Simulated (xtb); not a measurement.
Run report: CH₅FO₂Si (charge +1), property calculation

System: CH₅FO₂Si, charge +1, multiplicity 2.
Method: GFN2-xTB (xtb 6.7.1).

The geometry is that of the parent species in another charge or spin state. The geometry comes from this level: RDKit embedding + MMFF94.

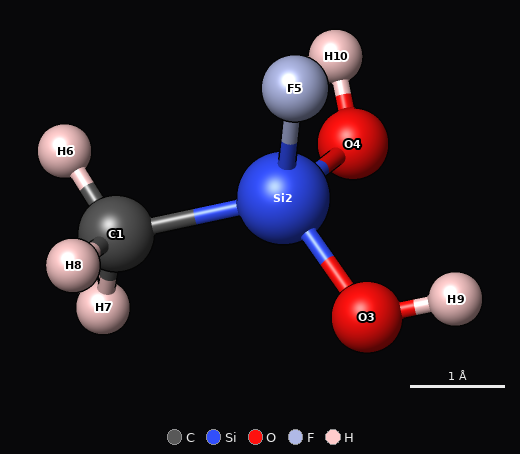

Figure 1. The structure as given in the input (ball-and-stick view, seen at a tilt; atoms are numbered from 1 in the order of the input). Bond lengths as drawn: C–H 1.09 Å, C–Si 1.84 Å, F–Si 1.60 Å, H–O 0.97 Å and O–Si 1.65 Å.

Input:
```python
from pathlib import Path
import subprocess as sp
from rdkit import Chem
from rdkit.Chem import AllChem

smiles = "C[Si](O)(O)F"
m = Chem.AddHs(Chem.MolFromSmiles(smiles))
params = AllChem.ETKDGv3()
params.randomSeed = 361
AllChem.EmbedMolecule(m, params)
AllChem.MMFFOptimizeMolecule(m)
Path("conf.xyz").write_text(Chem.MolToXYZBlock(m))

cmd = ["xtb", "conf.xyz", "--fod", "--wbo", "--json", "-c", "1", "--uhf", "1", "--iterations", "30", "--acc", "0.01", "--etemp", "500"]
with open("xtb.out", "w") as log:
    sp.run(cmd, stdout=log, stderr=sp.DEVNULL)
print(open("xtb.out").read())
```

File conf.xyz:
```
10

C     -1.317124   -0.444215   -0.195352
Si     0.430081    0.019354    0.154684
O      1.544887   -0.999896   -0.513737
O      0.811932    1.560266   -0.310896
F      0.653283   -0.018403    1.739703
H     -2.015181    0.242678    0.293060
H     -1.526901   -0.421680   -1.269192
H     -1.539561   -1.453452    0.164630
H      2.462988   -0.734627   -0.355269
H      0.495597    2.249975    0.292369
```

Hardware: 1 thread of AMD EPYC (Zen 3), 176 GiB of memory available, shared host.

Run as:
```bash
python job.py
```

Log:
```
* xtb version 6.7.1
   ID    Z sym.   atoms
    1    6 C      1
    2   14 Si     2
    3    8 O      3, 4
    4    9 F      5
    5    1 H      6-10

           -------------------------------------------------
          |                Calculation Setup                |
           -------------------------------------------------

          program call               : xtb conf.xyz --fod --wbo --json -c 1 --uhf 1 --iterations 30 --acc 0.01 --etemp 500
          coordinate file            : conf.xyz
          omp threads                :                     1

           -------------------------------------------------
          |                 G F N 2 - x T B                 |
           -------------------------------------------------

      * Hamiltonian:
        H0-scaling (s, p, d)           1.850000    2.230000    2.230000
        zeta-weighting                 0.500000
      * Dispersion:
        s8                             2.700000
        a1                             0.520000
        a2                             5.000000
        s9                             5.000000
      * Repulsion:
        kExp                           1.500000    1.000000
        rExp                           1.000000
      * Coulomb:
        alpha                          2.000000
        third order                    shell-resolved
        anisotropic                    true
        a3                             3.000000
        a5                             4.000000
        cn-shift                       1.200000
        cn-exp                         4.000000
        max-rad                        5.000000

          ...................................................
          :                      SETUP                      :
          :.................................................:
          :  # basis functions                  31          :
          :  # atomic orbitals                  30          :
          :  # shells                           16          :
          :  # electrons                        31          :
          :  max. iterations                    30          :
          :  Hamiltonian                  GFN2-xTB          :
          :  restarted?                      false          :
          :  GBSA solvation                  false          :
          :  PC potential                    false          :
          :  electronic temp.         5000.0000000     K    :
          :  accuracy                    0.0100000          :
          :  -> integral cutoff          0.4500000E+02      :
          :  -> integral neglect         0.1000000E-09      :
          :  -> SCF convergence          0.1000000E-07 Eh   :
          :  -> wf. convergence          0.1000000E-05 e    :
          :  Broyden damping             0.4000000          :
          :  net charge                          1          :
          :  unpaired electrons                  1          :
          ...................................................

 iter      E             dE          RMSdq      gap      omega  full diag
   1    -18.9683051 -0.189683E+02  0.576E+00    9.80       0.0  T
   2    -19.0200951 -0.517900E-01  0.313E+00    8.50       1.0  T
   3    -19.0122593  0.783584E-02  0.170E+00    9.17       1.0  T
   4    -19.0267783 -0.145190E-01  0.822E-01    8.57       1.0  T
   5    -19.0330101 -0.623184E-02  0.320E-01    8.67       1.0  T
   6    -19.0324648  0.545367E-03  0.315E-01    8.82       1.0  T
   7    -19.0332038 -0.739053E-03  0.123E-01    8.70       1.0  T
   8    -19.0332521 -0.482861E-04  0.863E-02    8.75       1.0  T
   9    -19.0332975 -0.454352E-04  0.278E-02    8.72       1.1  T
  10    -19.0332938  0.377347E-05  0.262E-02    8.71       1.2  T
  11    -19.0332993 -0.554638E-05  0.941E-03    8.71       3.4  T
  12    -19.0332999 -0.594160E-06  0.450E-03    8.72       7.0  T
  13    -19.0333001 -0.153777E-06  0.152E-03    8.72      20.8  T
  14    -19.0333001 -0.140687E-07  0.747E-04    8.72      42.4  T
  15    -19.0333001 -0.420900E-08  0.112E-04    8.72     282.0  T
  16    -19.0333001 -0.108425E-09  0.165E-05    8.72    1912.3  T
  17    -19.0333001 -0.146372E-11  0.135E-05    8.72    2343.8  T
  18    -19.0333001 -0.101608E-11  0.264E-06    8.72   11980.8  T
  19    -19.0333001 -0.461853E-13  0.222E-06    8.72   14214.4  T

   *** convergence criteria satisfied after 19 iterations ***

         #    Occupation            Energy/Eh            Energy/eV
      -------------------------------------------------------------
         1        2.0000           -1.0950658             -29.7983
       ...           ...                  ...                  ...
        10        1.9727           -0.7247030             -19.7202
        11        1.9538           -0.7160738             -19.4854
        12        1.9072           -0.7042482             -19.1636
        13        1.8937           -0.7018539             -19.0984
        14        1.8869           -0.7007522             -19.0684
        15        1.8531           -0.6960054             -18.9393
        16        1.5554           -0.6716689             -18.2770 (HOMO)
        17        0.0000           -0.3513206              -9.5599 (LUMO)
        18        0.0000           -0.3380159              -9.1979
        19        0.0000           -0.2945805              -8.0159
        20                         -0.1707637              -4.6467
        21                         -0.1659184              -4.5149
       ...                                ...                  ...
        30                          0.7005677              19.0634
      -------------------------------------------------------------
                  HL-Gap            0.3203483 Eh            8.7171 eV
             Fermi-level           -0.5890445 Eh          -16.0287 eV

 SCC (total)                   0 d,  0 h,  0 min,  0.009 sec
 SCC setup                      ...        0 min,  0.000 sec (  1.673%)
 Dispersion                     ...        0 min,  0.000 sec (  0.775%)
 classical contributions        ...        0 min,  0.000 sec (  0.365%)
 integral evaluation            ...        0 min,  0.001 sec ( 14.602%)
 iterations                     ...        0 min,  0.005 sec ( 55.406%)
 molecular gradient             ...        0 min,  0.002 sec ( 25.462%)
 printout                       ...        0 min,  0.000 sec (  1.178%)

         :::::::::::::::::::::::::::::::::::::::::::::::::::::
         ::                     SUMMARY                     ::
         :::::::::::::::::::::::::::::::::::::::::::::::::::::
         :: total energy             -18.901875352434 Eh    ::
         :: gradient norm              0.083187652825 Eh/a0 ::
         :: HOMO-LUMO gap              8.717121912775 eV    ::
         ::.................................................::
         :: SCC energy               -19.033295050890 Eh    ::
         :: -> isotropic ES            0.148630315214 Eh    ::
         :: -> anisotropic ES         -0.004998411586 Eh    ::
         :: -> anisotropic XC          0.002144641657 Eh    ::
         :: -> dispersion             -0.004248650709 Eh    ::
         :: repulsion energy           0.131419698456 Eh    ::
         :: add. restraining           0.000000000000 Eh    ::
         :: total charge               1.000000000155 e     ::
         :::::::::::::::::::::::::::::::::::::::::::::::::::::

           -------------------------------------------------
          |                Property Printout                |
           -------------------------------------------------

    * Orbital Energies and Occupations

         #    Occupation            Energy/Eh            Energy/eV
      -------------------------------------------------------------
         1        2.0000           -1.0950658             -29.7983
       ...           ...                  ...                  ...
         4        2.0000           -0.8577154             -23.3396
         5        1.9999           -0.8092962             -22.0221
         6        1.9996           -0.7934133             -21.5899
         7        1.9987           -0.7728910             -21.0314
         8        1.9915           -0.7434866             -20.2313
         9        1.9876           -0.7374216             -20.0663
        10        1.9727           -0.7247030             -19.7202
        11        1.9538           -0.7160738             -19.4854
        12        1.9072           -0.7042482             -19.1636
        13        1.8937           -0.7018539             -19.0984
        14        1.8869           -0.7007522             -19.0684
        15        1.8531           -0.6960054             -18.9393
        16        1.5554           -0.6716689             -18.2770 (HOMO)
        17        0.0000           -0.3513206              -9.5599 (LUMO)
        18        0.0000           -0.3380159              -9.1979
        19        0.0000           -0.2945805              -8.0159
        20                         -0.1707637              -4.6467
        21                         -0.1659184              -4.5149
        22                         -0.1338540              -3.6424
        23                         -0.0439818              -1.1968
        24                         -0.0361159              -0.9828
        25                          0.0028952               0.0788
        26                          0.0054829               0.1492
        27                          0.1592412               4.3332
       ...                                ...                  ...
        30                          0.7005677              19.0634
      -------------------------------------------------------------
                  HL-Gap            0.3203483 Eh            8.7171 eV
             Fermi-level           -0.5890445 Eh          -16.0287 eV

     #   Z          covCN         q      C6AA      α(0)
     1   6 C        3.653    -0.166    24.082     7.046
     2  14 Si       3.138     0.704   143.941    25.651
     3   8 O        1.573    -0.329    19.569     5.969
     4   8 O        1.573    -0.348    19.915     6.022
     5   9 F        0.705    -0.162    10.858     3.891
     6   1 H        0.924     0.168     1.278     1.768
     7   1 H        0.924     0.175     1.233     1.737
     8   1 H        0.924     0.179     1.211     1.721
     9   1 H        0.812     0.395     0.492     1.102
    10   1 H        0.811     0.383     0.515     1.127

 Mol. C6AA /au·bohr⁶  :       1099.013382
 Mol. C8AA /au·bohr⁸  :      37520.712880
 Mol. α(0) /au        :         56.033279

NFOD :     1.0001

 Loewdin FODpop      n(s)   n(p)   n(d)
     1C     0.3046   0.004  0.301  0.000
     2Si    0.1148   0.005  0.066  0.043
     3O     0.1728   0.002  0.170  0.000
     4O     0.1741   0.001  0.173  0.000
     5F     0.1184   0.000  0.118  0.000
     6H     0.0330   0.033  0.000  0.000
     7H     0.0381   0.038  0.000  0.000
     8H     0.0408   0.041  0.000  0.000
     9H     0.0026   0.003  0.000  0.000
    10H     0.0009   0.001  0.000  0.000

Wiberg/Mayer (AO) data.
largest (>0.10) Wiberg bond orders for each atom

 ---------------------------------------------------------------------------
     #   Z sym  total        # sym  WBO       # sym  WBO       # sym  WBO
 ---------------------------------------------------------------------------
     1   6 C    3.508 --     6 H    0.892     7 H    0.887     8 H    0.881
                             2 Si   0.746
     2  14 Si   4.152 --     3 O    1.151     4 O    1.144     5 F    1.040
                             1 C    0.746
     3   8 O    2.095 --     2 Si   1.151     9 H    0.819
     4   8 O    2.113 --     2 Si   1.144    10 H    0.834
     5   9 F    1.163 --     2 Si   1.040
     6   1 H    0.914 --     1 C    0.892
     7   1 H    0.904 --     1 C    0.887
     8   1 H    0.901 --     1 C    0.881
     9   1 H    0.840 --     3 O    0.819
    10   1 H    0.851 --     4 O    0.834
 ---------------------------------------------------------------------------

Topologies differ in total number of bonds
Writing topology from bond orders to xtbtopo.mol

molecular dipole:
                 x           y           z       tot (Debye)
 q only:       -0.174       0.293      -0.066
   full:       -0.395       0.351       0.001       1.344
molecular quadrupole (traceless):
                xx          xy          yy          xz          yz          zz
 q only:        7.820       0.652       0.322       0.396       2.201      -8.142
  q+dip:        8.622       0.632       0.451       0.523       2.569      -9.073
   full:        8.883       0.732       0.457       0.658       2.741      -9.339

 cube_pthr     :   0.050
 cube_step     :   0.400
 cube_boundoffset     :   3.000
 non-zero P (%):   1.613   nmat:       8
 Grid Boundaries (x y z) :
   7.6543727682266498        7.2518365372428759        6.2875622081805540
  -6.8081401815387439       -5.7466262152818288       -5.3984252795592660
 Total # of points       36630
 writing fod.cub
 N    (numint) :  0.479
cpu  time for cube

           -------------------------------------------------
          | TOTAL ENERGY              -18.901875352434 Eh   |
          | GRADIENT NORM               0.083187652825 Eh/α |
          | HOMO-LUMO GAP               8.717121912775 eV   |
           -------------------------------------------------

------------------------------------------------------------------------
------------------------------------------------------------------------
 total:
 *  cpu-time:     0 d,  0 h,  0 min,  0.090 sec
 * ratio c/w:     0.999 speedup
 SCF:
 *  cpu-time:     0 d,  0 h,  0 min,  0.009 sec
 * ratio c/w:     1.000 speedup
```

File fod:
```
0.30463199
    0.11483090
    0.17283189
    0.17413158
    0.11838144
    0.03298884
    0.03806966
    0.04075464
    0.00257089
    0.00093832
```

Results in brief:

| quantity | value |
| --- | --- |
| outcome | converged |
| electrons treated | 31 |
| total energy | −18.901875 hartree |
| dispersion energy | −0.004249 hartree |
| basis functions | 31 |
| wall time | 0.5 s |
| peak memory | 0.079 GiB |

Settings chosen away from the usual ones: method = gfn2-xtb; task = fod; x = {"max_iter": 30, "accuracy": 0.01, "etemp": 500}; partner = cation.
